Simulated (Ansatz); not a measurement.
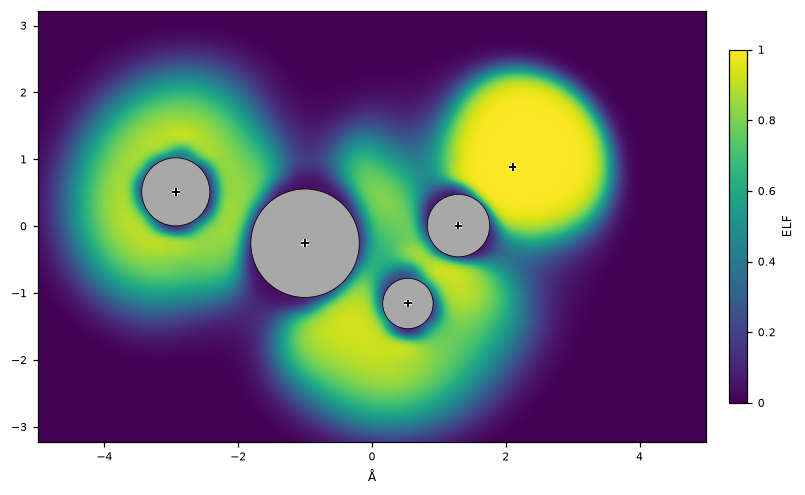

The ELF on a plane through atoms (crosses mark nuclei in the plane; grey discs cover the cores).

All numbers below come from isolated molecule in a Gaussian basis; Kohn-Sham density functional theory, functional PBE0 (Ansatz 0.2.0).

Candidates:
A. C₂H₃BSi (SMILES BC1=[Si]=C1)
B. CHAlBCl (SMILES [Cl][Al]1[BH-]=[C+]1)
C. H₂PSi (SMILES [SiH]#[PH+]) (charge +1)

Which system is this?

Answer. Candidate B: CHAlBCl on the molecular plane, which holds C, Al, B, Cl and H. C–B (1.39 Å): the ELF peaks at about 0.90 between the atoms, as expected for a covalent bond. C–Al (1.78 Å): the ELF peaks at about 0.75 in the valence shell of C, 0.7 Å from its nucleus, and is about 0.50 at the midpoint.
